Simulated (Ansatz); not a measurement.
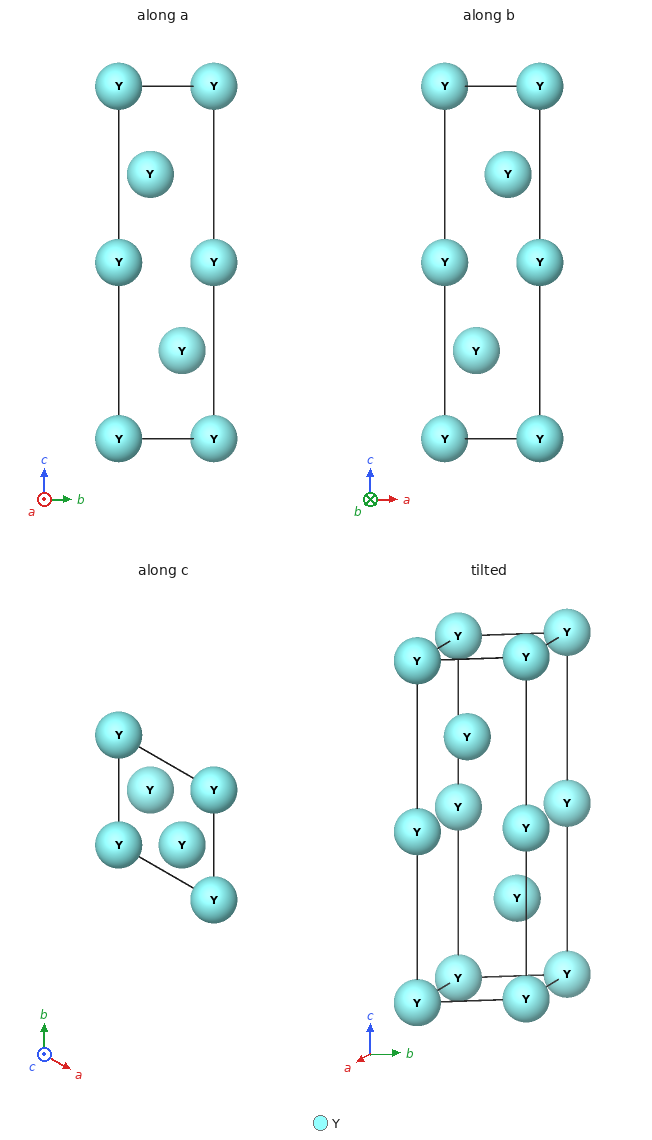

Structure drawing (spheres-only), viewed along the a axis, along the b axis, along the c axis and slightly off an axis. The parallelepiped is the conventional unit cell.

Lattice parameters: a = 3.6439 Å, b = 3.6439 Å, c = 11.6899 Å, α = 90.000°, β = 90.000°, γ = 120.000°.

Put the structure into a CIF with its space group and independent sites.

Answer.
```cif
data_structure
_symmetry_space_group_name_H-M 'P 63/m m c'
_symmetry_Int_Tables_number 194
_cell_length_a 3.6439
_cell_length_b 3.6439
_cell_length_c 11.6899
_cell_angle_alpha 90.000
_cell_angle_beta 90.000
_cell_angle_gamma 120.000
_cell_volume 134.43
loop_
_atom_site_label
_atom_site_type_symbol
_atom_site_symmetry_multiplicity
_atom_site_Wyckoff_symbol
_atom_site_fract_x
_atom_site_fract_y
_atom_site_fract_z
_atom_site_occupancy
Y1 Y 2 a 0.0000 0.0000 0.0000 1
Y2 Y 2 c 0.3333 0.6667 0.2500 1
```

Provenance: a structure type filled with this element by a generator (whether the element takes this form wasn't checked). Earlier steps of the study may have refined or changed the cell and positions. A calculation with Ansatz used it as input.
